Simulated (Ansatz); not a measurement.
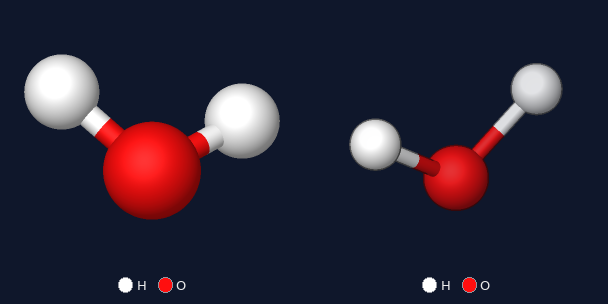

Both panels show the same species.

The computed structure is the end point of a PBE0-D4/def2-TZVP optimisation.

> Count the atoms of each element.

H2O, 3 atoms: 2 hydrogen and 1 oxygen.

> Which point group does it belong to?

C2v.

> How many bonds of each kind are drawn?

2 O–H. Sticks follow a distance rule.

More results for the same structure follow; atom numbers are the same in all pictures, views and colours differ.

**Shape**

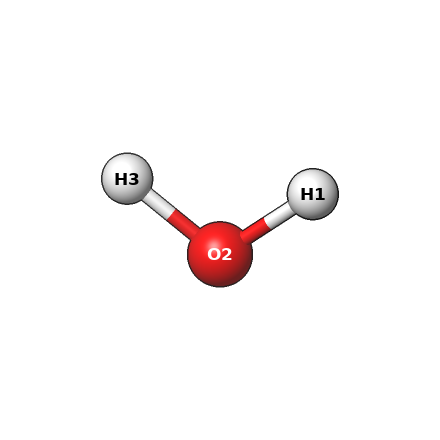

Numbered structure.

Give these bond angles: H1–O2–H3.

| angle | degrees |
| --- | --- |
| H1–O2–H3 | 105.1 |

**Electronic properties**

Properties computed with RKS PBE0-D4/def2-TZVPP (Ansatz 0.2.0).

> What is the HOMO energy (Kohn–Sham orbital)?

−8.90 eV.

> Give the HOMO–LUMO gap at this level.

9.75 eV.

**Dipole moment**

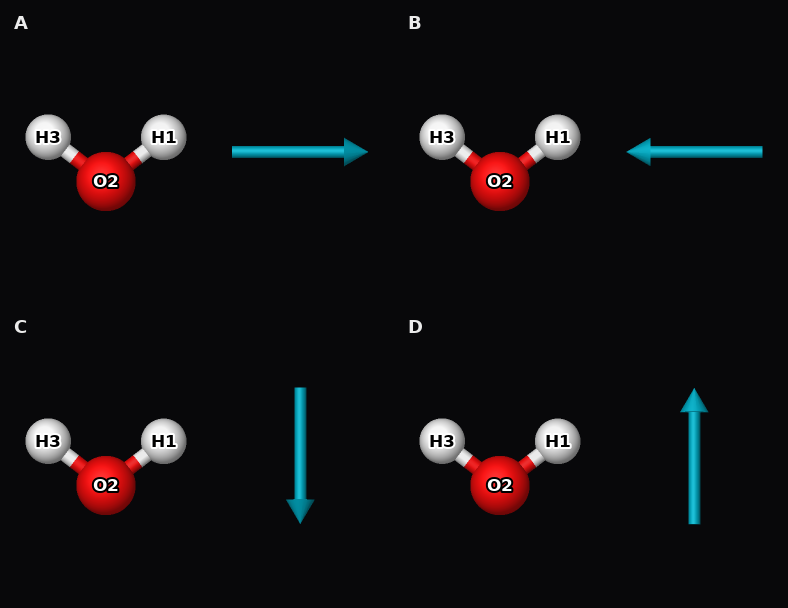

The same molecule four times, each with an arrow. Properties computed with RKS PBE0-D4/def2-TZVP (Ansatz 0.2.0).

> Which arrow points along the dipole moment, from the negative to the positive end?

D. The dipole moment is 2.07 D; it points from the side of O2 to the side of H1, H3 (the outermost atoms at the two ends).

**Charges**

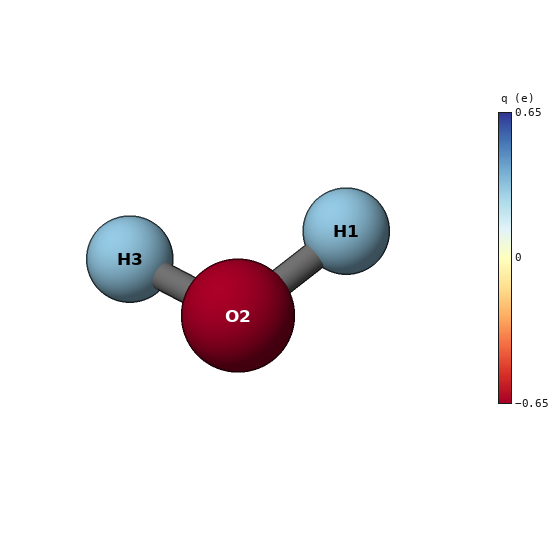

Atoms are coloured by their Mulliken charges. Properties computed with RKS PBE0-D4/def2-TZVP (Ansatz 0.2.0).

List the Mulliken charges.

| atom | value (e) |
| --- | --- |
| H1 | 0.32 |
| O2 | −0.65 |
| H3 | 0.32 |

Mulliken values depend strongly on the basis set and can even reverse the polarity of a bond.
